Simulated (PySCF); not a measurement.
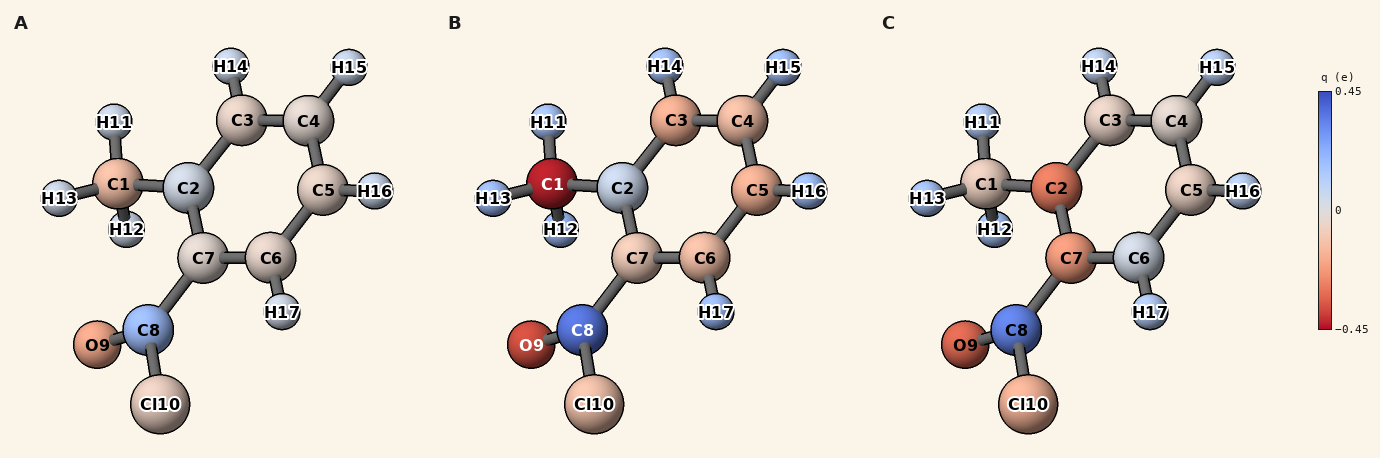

Atomic charges of one calculation by 3 schemes, on one colour scale. The computed structure is the end point of a GFN2-xTB optimisation. No frequency run is at hand to confirm it as a minimum. Method: PBE0/pcSseg-1 (PySCF 2.14.0).

### The schemes are Hirshfeld, IAO, Mulliken. Which panel shows which?

A Hirshfeld, B IAO, C Mulliken.

List the charges (e), one line for each set of equivalent atoms.

```tsv
atom	Hirshfeld	IAO	Mulliken
C1	−0.12	−0.42	−0.06
C2	0.03	0.05	−0.28
C3	−0.05	−0.16	−0.05
C4	−0.03	−0.12	−0.03
C5	−0.05	−0.16	−0.06
C6	−0.04	−0.12	0.03
C7	−0.03	−0.08	−0.21
C8	0.18	0.35	0.33
O9	−0.18	−0.36	−0.31
Cl10	−0.06	−0.11	−0.15
H11	0.05	0.14	0.12
H12	0.05	0.17	0.15
H13	0.05	0.17	0.14
H14	0.05	0.15	0.08
H15	0.06	0.16	0.10
H16	0.06	0.16	0.10
H17	0.04	0.17	0.12
```
